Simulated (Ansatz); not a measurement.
BSiPNH₇, SMILES BP(N)[SiH3], geometry in Å:

```xyz
11

B     -1.1065     1.5644     0.0836
P     -0.7239    -0.2078     0.2806
N     -0.1110    -0.5712     1.8224
Si     0.7577    -0.7348    -1.3159
H     -1.3039     1.9373    -1.0345
H     -1.2730     2.2814     1.0226
H      0.7808    -0.1817     2.0863
H     -0.1940    -1.5346     2.1052
H      0.2058    -0.2858    -2.6187
H      0.9429    -2.2103    -1.3278
H      2.0906    -0.1138    -1.0832
```

Kohn-Sham orbital energies near the frontier, B97M-V/def2-TZVPP in the Ansatz code, at a PBE0-D4/def2-TZVP geometry (a minimum by its frequencies), isolated molecule; empty levels in grey, levels within 0.03 eV side by side.

Q: Where do the frontier orbitals lie?

A: HOMO at −6.20 eV, LUMO at −2.33 eV, 3.87 eV apart.

Q: How far below the HOMO does the next level lie?

A: 0.46 eV.

Q: List the levels.

A:
```csv
orbital,energy (eV)
LUMO+2,0.03
LUMO+1,−0.87
LUMO,−2.33
HOMO,−6.20
HOMO−1,−6.65
HOMO−2,−8.42
HOMO−3,−8.85
HOMO−4,−9.04
HOMO−5,−9.18
HOMO−6,−10.47
```

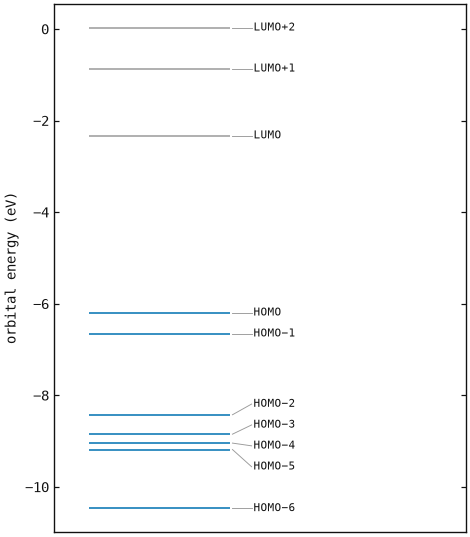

Known limits of this run: empty levels above zero depend strongly on the basis.
